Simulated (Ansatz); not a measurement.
# C₂HSi (doublet): inputs that go wrong at a displaced geometry (v1)

4 inputs are run for C₂HSi (doublet) as typed; the log has to tell whether the result can be used and what must change.

Program: Ansatz 0.2.0, Gaussian basis. Level of theory: the settings change from run to run. These are calculated values, not measurements.

22 further runs of the same task are left out: 11 that didn't finish, 11 set aside as unsound or not needed.

### 1 What is computed

The geometry is a PBE0/def2-TZVP stationary point (not a proven minimum) with its atoms shifted at random (size 0.040 Å).

4 atoms, charge 0, spin multiplicity 2.

Atoms are counted from 1 here; the program's logs count them from 0.

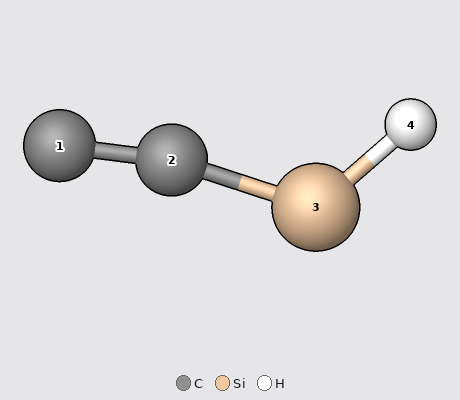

The structure; carbon grey, silicon light orange, hydrogen white; atoms are numbered from 1 in the order of the file.

### 2 Attempt 1

The input, in.yaml:

```yaml
crystal:
  periodic: [false, false, false]
  atoms:
    - {symbol: C, position_ang: [-0.023677, -0.008510, 1.950961]}
    - {symbol: C, position_ang: [-0.024510, 0.099698, 0.668763]}
    - {symbol: Si, position_ang: [0.023454, -0.077427, -1.051731]}
    - {symbol: H, position_ang: [-0.079323, 1.070846, -1.911161]}
basis:
  gaussian: {orbitals: cc-pVDZ, point_charges: [{charge: -0.50, position_ang: [3.607, 0.260, 0.732]}]}
magnetization: {spin_polarized: false, initial_magnetization: 1}
correlation: {method: afqmc, electrons: outside_noble_gas}
```

Run with:

```bash
$ ansatz run in.yaml --threads 1 --pin off --events-out ev --progress --plain --max-ram 2393MiB
```

The log of the run:

```text
Error: YAML parse error: error: line 11 column 23: unknown variant `afqmc`, expected one of mp2, rpa, ccsd, ccsd_t, bccd, bccd_t, ccsdt, ccsdt_q, ccsdt_q_b, ccsdtq, fci, sc_nevpt2, fic_nevpt4_sd, fic_mrcisd_q, fic_mrcisd_q_relaxed
  --> <input>:11:23
   |
 9 |   gaussian: {orbitals: cc-pVDZ, point_charges: [{charge: -0.50, position_ang: [3.607, 0…
10 | magnetization: {spin_polarized: false, initial_magnetization: 1}
11 | correlation: {method: afqmc, electrons: outside_noble_gas}
   |                       ^ unknown variant `afqmc`, expected one of mp2, rpa, ccsd, ccsd_t, bccd, bccd_t, ccsdt, ccsdt_q, ccsdt_q_b, ccsdtq, fci, sc_nevpt2, fic_nevpt4_sd, fic_mrcisd_q, fic_mrcisd_q_relaxed
```

It took 0.03 s on 1 thread of Intel Xeon Platinum 8488C, shared host.

**Diagnosis.** The run was refused. The method's name isn't one that the program knows. Fix: name one from the list in the message.

### 3 Attempt 2

The input, in.yaml:

```yaml
crystal:
  periodic: [false, false, false]
  atoms:
    - {symbol: C, position_ang: [-0.023677, -0.008510, 1.950961]}
    - {symbol: C, position_ang: [-0.024510, 0.099698, 0.668763]}
    - {symbol: Si, position_ang: [0.023454, -0.077427, -1.051731]}
    - {symbol: H, position_ang: [-0.079323, 1.070846, -1.911161]}
basis:
  gaussian: {orbitals: STO-3G}
magnetization: {spin_polarized: false, initial_magnetization: 1}
hamiltonian: {xc: {name: PBE0}}
correlation: {method: sc_nevpt2, electrons: outside_noble_gas}
```

Same command.

The log of the run:

```text
Error: this correlation method needs an active space: name one as the reference
```

It took 0.03 s on 1 thread of Intel Xeon Platinum 8488C, shared host.

What is wrong: The run was refused. This method needs an active space and has none. Fix: add an active_space block.

### 4 Attempt 3

The input, in.yaml:

```yaml
crystal:
  periodic: [false, false, false]
  atoms:
    - {symbol: C, position_ang: [-0.023677, -0.008510, 1.950961]}
    - {symbol: C, position_ang: [-0.024510, 0.099698, 0.668763]}
    - {symbol: Si, position_ang: [0.023454, -0.077427, -1.051731]}
    - {symbol: H, position_ang: [-0.079323, 1.070846, -1.911161]}
basis:
  gaussian: {orbitals: cc-pVDZ}
magnetization: {spin_polarized: false, initial_magnetization: 1}
correlation: {method: fic_mrcisd_q, electrons: outside_noble_gas, active_space: {window: {electrons: 3, orbitals: 3}, states: [{multiplicity: 2, irrep: Sigma, weights: [1]}]}}
```

The command is unchanged.

The log of the run:

```text
Functional definition: HF
  name "HF"
  cite "Fock, Z. Phys. 61, 126 (1930) doi:10.1007/BF01340294"
  parent pbe
  exchange = exact_x
  correlation = 0
948 factors; integrals over basis functions are off by at most 2.1e-7 eV
mean field evaluation 1: about -9929.9226 eV, gradient 2.7e1 eV
mean field evaluation 2: about -9929.9283 eV, gradient 2.7e1 eV
mean field evaluation 4: about -9933.1318 eV, gradient 3.8e0 eV
mean field evaluation 8: about -9933.3469 eV, gradient 7.6e-1 eV
mean field evaluation 16: about -9933.3706 eV, gradient 1.7e-6 eV
mean field evaluation 32: about -9933.3704 eV, gradient 2.3e-1 eV
mean field evaluation 64: about -9933.3451 eV, gradient 1.1e0 eV
mean field -9933.37059837 eV, -365.0446364097 hartree, gradient 1.7e-6 eV, S^2 0.750000; 8 other end points of the search recorded, 0 dependent functions left out
reference -9933.37059837 eV, -365.0446364097 hartree; 14, 13 occupied and 37, 38 virtual orbitals, 948 factors
Error: the irrep Sigma is not accepted for these orbitals, which take A, or 1 to 1
```

It took 1.6 s on 1 thread of Intel Xeon Platinum 8488C, shared host.

What is wrong: The run stopped with an error. The symmetry label isn't in the molecule's group. To mend it, name an irrep that the log lists.

### 5 Attempt 4

The input, in.yaml:

```yaml
crystal:
  periodic: [false, false, false]
  atoms:
    - {symbol: C, position_ang: [-0.023677, -0.008510, 1.950961]}
    - {symbol: C, position_ang: [-0.024510, 0.099698, 0.668763]}
    - {symbol: Si, position_ang: [0.023454, -0.077427, -1.051731]}
    - {symbol: H, position_ang: [-0.079323, 1.070846, -1.911161]}
basis:
  gaussian: {orbitals: cc-pVDZ}
magnetization: {spin_polarized: false, initial_magnetization: 1}
correlation: {active_space: {ras: {orbitals: [6, 1, 37], electrons: 10, max_holes: 2, max_particles: 2}, fixed_orbitals: true}}
scf: {lower_state_search: full}
output: {forces: true}
```

The command is unchanged.

The log of the run:

```text
Functional definition: HF
  name "HF"
  cite "Fock, Z. Phys. 61, 126 (1930) doi:10.1007/BF01340294"
  parent pbe
  exchange = exact_x
  correlation = 0
495 factors; integrals over basis functions are off by at most 1.2e-3 eV
mean field evaluation 1: about -9929.9228 eV, gradient 2.7e1 eV
mean field evaluation 2: about -9929.9283 eV, gradient 2.7e1 eV
mean field evaluation 4: about -9933.1318 eV, gradient 3.8e0 eV
mean field evaluation 8: about -9933.3469 eV, gradient 7.6e-1 eV
mean field evaluation 16: about -9933.3705 eV, gradient 1.7e-6 eV
mean field evaluation 32: about -9933.3703 eV, gradient 2.3e-1 eV
mean field evaluation 64: about -9933.3450 eV, gradient 1.1e0 eV
mean field evaluation 96: about -9933.3184 eV, gradient 9.2e-1 eV
mean field evaluation 128: about -9933.3529 eV, gradient 6.7e-1 eV
mean field evaluation 160: about -9933.2297 eV, gradient 1.2e0 eV
mean field -9933.37054653 eV, -365.0446345046 hartree, gradient 1.7e-6 eV, S^2 0.750000; 13 other end points of the search recorded, 0 dependent functions left out
reference -9933.37054653 eV, -365.0446345046 hartree; 14, 13 occupied and 37, 38 virtual orbitals, 495 factors
Error: 10 electrons in 44 orbitals form no window around the highest filled level of the reference
```

It took 2 s on 1 thread of Intel Xeon Platinum 8488C, shared host.

**Diagnosis.** The run stopped with an error. The electron count of the restricted space is wrong. Fix: count the correlated electrons again.

### 6 How the runs ended

```csv
attempt,level,ended,cause,time
1,'afqmc'/cc-pVDZ,refused,the method's name isn't one that the program knows,0.03 s
2,'sc_nevpt2'/STO-3G,refused,this method needs an active space and has none,0.03 s
3,"MRCISD+Q(3,3)/cc-pVDZ",stopped by an error,the symmetry label isn't in the molecule's group,1.6 s
4,CISD/cc-pVDZ,stopped by an error,the electron count of the restricted space is wrong,2 s
```

2 refused, 2 stopped by an error.
